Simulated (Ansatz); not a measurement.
# Run report: CH9FOSi, nudged elastic band (part 1 of 2)

- system: CH9FOSi
- method: RKS B3LYP-D4/def2-SVP (Ansatz 0.2.0)

It belongs to a series of runs on one base structure; here: band between the two ends. Figures and captions count atoms from 1; the log counts them from 0 in places.

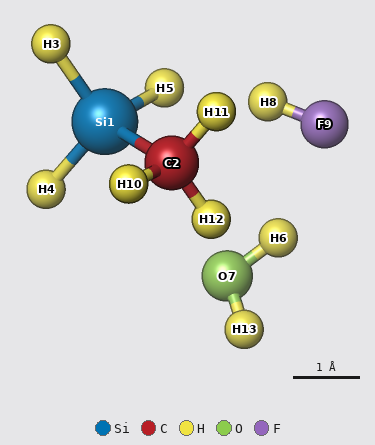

Fig. 1: The structure as given in the input (ball-and-stick view, seen at a tilt; atoms are numbered from 1 in the order of the input). Bond lengths as drawn: C–H 1.10 Å, C–Si 1.88 Å, F–H 0.94 Å, H–O 0.97 Å and H–Si 1.48 to 1.51 Å.

**Results in brief**

| quantity | value |
| --- | --- |
| outcome | converged |
| barrier, forward | 1.770 eV |
| barrier, backward | 2.809 eV |
| hardware | 2 threads of Arm Neoverse V1, 24 GiB of memory available, shared host |
| wall time | 7 min (CPU time 14 min) |
| peak memory | 0.24 GiB |

**Notes**

The order of the saddle point was not checked.

**Input**
```yaml
crystal:
  periodic: [false, false, false]
  atoms:
    - { symbol: Si, position_ang: [-0.606172, -0.826265, -1.015119] }
    - { symbol: C, position_ang: [1.055029, 0.053105, -0.967046] }
    - { symbol: H, position_ang: [-0.541942, -2.028081, -1.90084] }
    - { symbol: H, position_ang: [-1.726407, 0.040783, -1.460243] }
    - { symbol: H, position_ang: [-0.948364, -1.371097, 0.347634] }
    - { symbol: H, position_ang: [-0.396563, 1.040247, 1.78538] }
    - { symbol: O, position_ang: [-0.974485, 1.530084, 1.176965] }
    - { symbol: H, position_ang: [0.008261, -0.99533, 1.564414] }
    - { symbol: F, position_ang: [0.542243, -0.558616, 2.202608] }
    - { symbol: H, position_ang: [1.341543, 0.400389, -1.972265] }
    - { symbol: H, position_ang: [1.848448, -0.611916, -0.591942] }
    - { symbol: H, position_ang: [0.972499, 0.918711, -0.296928] }
    - { symbol: H, position_ang: [-0.574091, 2.407784, 1.127381] }
basis:
  gaussian: { orbitals: def2-SVP }
hamiltonian:
  xc: b3lyp
  dispersion: d4
neb:
  order_check: false
  images: 7
  f_tol: 0.03
  max_iterations: 60
  final_atoms:
    - { symbol: Si, position_ang: [-1.85413858, -0.68806801, -0.34316752] }
    - { symbol: C, position_ang: [2.00321987, 0.47899864, -0.43136366] }
    - { symbol: H, position_ang: [-0.79076665, -1.61590545, -0.81100596] }
    - { symbol: H, position_ang: [-2.68885272, -0.27213477, -1.50575227] }
    - { symbol: H, position_ang: [-2.69010931, -1.31479434, 0.7058108] }
    - { symbol: H, position_ang: [-0.34820422, 0.09195129, 1.68664373] }
    - { symbol: O, position_ang: [-1.18555212, 0.69258773, 0.38707593] }
    - { symbol: H, position_ang: [1.52990963, 0.06854559, 0.46983439] }
    - { symbol: F, position_ang: [0.12290857, -0.53588422, 2.21753883] }
    - { symbol: H, position_ang: [1.85575812, 1.56991629, -0.47692311] }
    - { symbol: H, position_ang: [1.57527492, 0.00864756, -1.32939114] }
    - { symbol: H, position_ang: [3.08297547, 0.27466685, -0.40383495] }
    - { symbol: H, position_ang: [-0.61242398, 1.24127084, -0.16546606] }
  initial_path:
    images:
      - { positions_ang: [[-0.606172, -0.826265, -1.015119], [1.055029, 0.053105, -0.967046], [-0.541942, -2.028081, -1.90084], [-1.726407, 0.040783, -1.460243], [-0.948364, -1.371097, 0.347634], [-0.396563, 1.040247, 1.78538], [-0.974485, 1.530084, 1.176965], [0.008261, -0.99533, 1.564414], [0.542243, -0.558616, 2.202608], [1.341543, 0.400389, -1.972265], [1.848448, -0.611916, -0.591942], [0.972499, 0.918711, -0.296928], [-0.574091, 2.407784, 1.127381]] }
      - { positions_ang: [[-0.6855728, -0.74196993, -0.91057843], [1.09315049, 0.02447527, -0.86933947], [-0.5860907, -1.90734659, -1.83520827], [-1.6776038, 0.16848885, -1.45118121], [-1.06252296, -1.36554903, 0.38058145], [-0.3905587, 0.89835973, 1.77098726], [-1.04839371, 1.36548177, 1.11385073], [0.21060242, -0.8075253, 1.3608959], [0.57569114, -0.43981935, 2.13592886], [1.28505536, 0.31073121, -1.89258334], [1.86895722, -0.67662221, -0.5581471], [1.14044014, 0.91190145, -0.28879569], [-0.7231551, 2.25919212, 1.0435883]] }
      - { positions_ang: [[-0.7649736, -0.65767485, -0.80603786], [1.13127197, -0.00415445, -0.77163294], [-0.6302394, -1.78661218, -1.76957655], [-1.62880059, 0.29619469, -1.44211941], [-1.17668193, -1.36000106, 0.4135289], [-0.38455441, 0.75647246, 1.75659451], [-1.12230241, 1.20087954, 1.05073646], [0.41294384, -0.61972061, 1.15737779], [0.60913928, -0.32102269, 2.06924972], [1.22856772, 0.22107343, -1.81290167], [1.88946644, -0.74132842, -0.52435219], [1.30838128, 0.90509189, -0.28066338], [-0.8722192, 2.11060025, 0.95979561]] }
      - { positions_ang: [[-0.8443744, -0.57337978, -0.70149729], [1.16939346, -0.03278418, -0.6739264], [-0.6743881, -1.66587777, -1.70394482], [-1.57999739, 0.42390054, -1.43305762], [-1.29084089, -1.35445309, 0.44647636], [-0.37855011, 0.61458519, 1.74220177], [-1.19621112, 1.03627731, 0.9876222], [0.61528526, -0.43191591, 0.95385969], [0.64258742, -0.20222604, 2.00257058], [1.17208008, 0.13141564, -1.73322001], [1.90997566, -0.80603464, -0.49055729], [1.47632243, 0.89828234, -0.27253107], [-1.02128331, 1.96200837, 0.87600291]] }
      - { positions_ang: [[-0.92377519, -0.4890847, -0.59695671], [1.20751495, -0.06141391, -0.57621987], [-0.7185368, -1.54514336, -1.63831309], [-1.53119418, 0.55160638, -1.42399582], [-1.40499985, -1.34890511, 0.47942381], [-0.37254581, 0.47269792, 1.72780902], [-1.27011983, 0.87167508, 0.92450793], [0.81762669, -0.24411121, 0.75034158], [0.67603556, -0.08342938, 1.93589144], [1.11559243, 0.04175786, -1.65353835], [1.93048488, -0.87074085, -0.45676239], [1.64426357, 0.89147279, -0.26439877], [-1.17034741, 1.8134165, 0.79221022]] }
      - { positions_ang: [[-1.15636604, -0.53883053, -0.53350942], [1.40644118, 0.07368923, -0.54000582], [-0.73659426, -1.56283388, -1.43148631], [-1.82060882, 0.34567109, -1.44443494], [-1.72627722, -1.34037742, 0.53602055], [-0.36646041, 0.37751126, 1.7175177], [-1.2489779, 0.82690324, 0.79014993], [0.99569742, -0.16594701, 0.68021479], [0.53775382, -0.19654309, 2.00630329], [1.30063386, 0.42379746, -1.35938454], [1.84168239, -0.65089375, -0.67491957], [2.00394154, 0.7372713, -0.29925781], [-1.03086655, 1.67038008, 0.55279115]] }
      - { positions_ang: [[-1.38895689, -0.58857636, -0.47006212], [1.60536741, 0.20879237, -0.50379177], [-0.75465172, -1.5805244, -1.22465953], [-2.11002345, 0.13973581, -1.46487405], [-2.04755458, -1.33184973, 0.5926173], [-0.36037502, 0.28232461, 1.70722638], [-1.22783598, 0.78213141, 0.65579193], [1.17376816, -0.08778281, 0.61008799], [0.39947207, -0.3096568, 2.07671514], [1.48567528, 0.80583707, -1.06523073], [1.7528799, -0.43104664, -0.89307676], [2.36361952, 0.58306982, -0.33411686], [-0.89138569, 1.52734367, 0.31337208]] }
      - { positions_ang: [[-1.62154773, -0.63832218, -0.40661482], [1.80429364, 0.3438955, -0.46757771], [-0.77270919, -1.59821493, -1.01783274], [-2.39943809, -0.06619948, -1.48531316], [-2.36883195, -1.32332203, 0.64921405], [-0.35428962, 0.18713795, 1.69693506], [-1.20669405, 0.73735957, 0.52143393], [1.3518389, -0.00961861, 0.53996119], [0.26119032, -0.42277051, 2.14712698], [1.6707167, 1.18787668, -0.77107692], [1.66407741, -0.21119954, -1.11123395], [2.72329749, 0.42886833, -0.3689759], [-0.75190484, 1.38430725, 0.07395301]] }
      - { positions_ang: [[-1.85413858, -0.68806801, -0.34316752], [2.00321987, 0.47899864, -0.43136366], [-0.79076665, -1.61590545, -0.81100596], [-2.68885272, -0.27213477, -1.50575227], [-2.69010931, -1.31479434, 0.7058108], [-0.34820422, 0.09195129, 1.68664373], [-1.18555212, 0.69258773, 0.38707593], [1.52990963, 0.06854559, 0.46983439], [0.12290857, -0.53588422, 2.21753883], [1.85575812, 1.56991629, -0.47692311], [1.57527492, 0.00864756, -1.32939114], [3.08297547, 0.27466685, -0.40383495], [-0.61242398, 1.24127084, -0.16546606]] }
```

Run as:
```bash
ansatz run input.yaml --threads 2 --pin off --max-ram 3072MiB --backend cpu --events-out ev --progress --plain --runs-dir out
```

**Log**
```
Engine: ansatz 0.2.0, aarch64-unknown-linux-gnu
Functional definition: B3LYP
  parameter a0 = 0.2
  parameter ax = 0.72
  parameter ac = 0.81
  exchange = (1 - a0 - ax)*slater_x + ax*b88_x + a0*exact_x
  correlation = (1 - ac)*vwn_rpa_c + ac*lyp_c
1117 factors; integrals over basis functions are off by at most 4.7e-4 eV
mean field evaluation 1: about -13810.0805 eV, gradient 6.8e1 eV
mean field evaluation 2: about -13802.6474 eV, gradient 9.1e1 eV
mean field evaluation 4: about -13819.0432 eV, gradient 3.4e0 eV
mean field evaluation 8: about -13819.0775 eV, gradient 8.8e-2 eV
mean field evaluation 16: about -13819.0775 eV, gradient 2.1e-5 eV
mean field -13819.07750562 eV, -507.8417314242 hartree, gradient 2.1e-5 eV, S^2 0.000000; 0 other end points of the search recorded, 0 dependent functions left out
the calculation of the forces begins
reference -13819.07775747 eV, -507.8417406797 hartree; 23, 23 occupied and 82, 82 virtual orbitals, 1117 factors
1116 factors; integrals over basis functions are off by at most 9.5e-4 eV
mean field -13820.14482236 eV, -507.8809545910 hartree, gradient 2.8e-5 eV, S^2 0.000000; 0 other end points of the search recorded, 0 dependent functions left out
[... from here on the field's lines of each further geometry are left out, up to the last ...]
NEB iter   1: max|band force component| = 2.771e1 eV/Å  barrier→ = 9.1306 eV  barrier← = 10.1694 eV  Δτ_max = 0.1997 Å  (218 SCF iters)
NEB iter   2: max|band force component| = 5.755e0 eV/Å  barrier→ = 2.0024 eV  barrier← = 3.0412 eV  Δτ_max = 0.2000 Å  (200 SCF iters)
NEB iter   3: max|band force component| = 4.213e0 eV/Å  barrier→ = 1.9116 eV  barrier← = 2.9503 eV  Δτ_max = 0.2000 Å  (193 SCF iters)
NEB iter   4: max|band force component| = 2.053e0 eV/Å  barrier→ = 1.9139 eV  barrier← = 2.9526 eV  Δτ_max = 0.2000 Å  (188 SCF iters)
NEB iter   5: max|band force component| = 1.538e0 eV/Å  barrier→ = 1.6978 eV  barrier← = 2.7366 eV  Δτ_max = 0.2000 Å  (189 SCF iters)
NEB iter   6: max|band force component| = 1.204e0 eV/Å  barrier→ = 1.2623 eV  barrier← = 2.3011 eV  Δτ_max = 0.1333 Å  (189 SCF iters)
NEB iter   7: max|band force component| = 1.347e0 eV/Å  barrier→ = 1.2911 eV  barrier← = 2.3299 eV  Δτ_max = 0.0669 Å  (178 SCF iters)
NEB iter   8: max|band force component| = 1.426e0 eV/Å  barrier→ = 1.3093 eV  barrier← = 2.3480 eV  Δτ_max = 0.0336 Å  (176 SCF iters)
NEB iter   9: max|band force component| = 1.116e0 eV/Å  barrier→ = 1.2987 eV  barrier← = 2.3374 eV  Δτ_max = 0.0335 Å  (178 SCF iters)
NEB iter  10: max|band force component| = 7.171e-1 eV/Å  barrier→ = 1.2618 eV  barrier← = 2.3005 eV  Δτ_max = 0.0671 Å  (177 SCF iters)
NEB iter  11: max|band force component| = 5.291e-1 eV/Å  barrier→ = 1.3091 eV  barrier← = 2.3479 eV  CI = image 3  Δτ_max = 0.0673 Å  (179 SCF iters)
NEB iter  12: max|band force component| = 8.708e-1 eV/Å  barrier→ = 1.4581 eV  barrier← = 2.4969 eV  CI = image 3  Δτ_max = 0.0336 Å  (175 SCF iters)
NEB iter  13: max|band force component| = 8.549e-1 eV/Å  barrier→ = 1.4801 eV  barrier← = 2.5189 eV  CI = image 3  Δτ_max = 0.0676 Å  (178 SCF iters)
NEB iter  14: max|band force component| = 7.591e-1 eV/Å  barrier→ = 1.6287 eV  barrier← = 2.6674 eV  CI = image 3  Δτ_max = 0.1331 Å  (176 SCF iters)
NEB iter  15: max|band force component| = 5.535e-1 eV/Å  barrier→ = 1.7198 eV  barrier← = 2.7586 eV  CI = image 3  Δτ_max = 0.1352 Å  (169 SCF iters)
NEB iter  16: max|band force component| = 8.513e-1 eV/Å  barrier→ = 1.8312 eV  barrier← = 2.8699 eV  CI = image 3  Δτ_max = 0.0669 Å  (173 SCF iters)
NEB iter  17: max|band force component| = 6.112e-1 eV/Å  barrier→ = 1.7993 eV  barrier← = 2.8381 eV  CI = image 3  Δτ_max = 0.0523 Å  (172 SCF iters)
NEB iter  18: max|band force component| = 2.131e-1 eV/Å  barrier→ = 1.7819 eV  barrier← = 2.8207 eV  CI = image 3  Δτ_max = 0.0202 Å  (171 SCF iters)
NEB iter  19: max|band force component| = 1.885e-1 eV/Å  barrier→ = 1.7795 eV  barrier← = 2.8183 eV  CI = image 3  Δτ_max = 0.0267 Å  (163 SCF iters)
NEB iter  20: max|band force component| = 1.725e-1 eV/Å  barrier→ = 1.7760 eV  barrier← = 2.8148 eV  CI = image 3  Δτ_max = 0.0542 Å  (169 SCF iters)
NEB iter  21: max|band force component| = 1.051e-1 eV/Å  barrier→ = 1.7728 eV  barrier← = 2.8115 eV  CI = image 3  Δτ_max = 0.0261 Å  (171 SCF iters)
NEB iter  22: max|band force component| = 7.087e-2 eV/Å  barrier→ = 1.7716 eV  barrier← = 2.8103 eV  CI = image 3  Δτ_max = 0.0215 Å  (164 SCF iters)
NEB iter  23: max|band force component| = 5.313e-2 eV/Å  barrier→ = 1.7708 eV  barrier← = 2.8095 eV  CI = image 3  Δτ_max = 0.0198 Å  (174 SCF iters)
NEB iter  24: max|band force component| = 3.365e-2 eV/Å  barrier→ = 1.7705 eV  barrier← = 2.8093 eV  CI = image 3  Δτ_max = 0.0141 Å  (154 SCF iters)
the calculation of the forces begins
reference -13820.14172757 eV, -507.8808408599 hartree; 23, 23 occupied and 82, 82 virtual orbitals, 1117 factors
1117 factors; integrals over basis functions are off by at most 9.6e-4 eV
mean field evaluation 1248: about -13817.2589 eV, gradient 1.1e-1 eV
mean field -13817.25891867 eV, -507.7748995865 hartree, gradient 7.4e-5 eV, S^2 0.000000; 1 other end points of the search recorded, 0 dependent functions left out
the calculation of the forces begins
reference -13817.25916068 eV, -507.7749084804 hartree; 23, 23 occupied and 82, 82 virtual orbitals, 1117 factors
NEB iter  25: max|band force component| = 1.710e-2 eV/Å  barrier→ = 1.7705 eV  barrier← = 2.8092 eV  CI = image 3  Δτ_max = 0.0000 Å  (315 SCF iters)
```
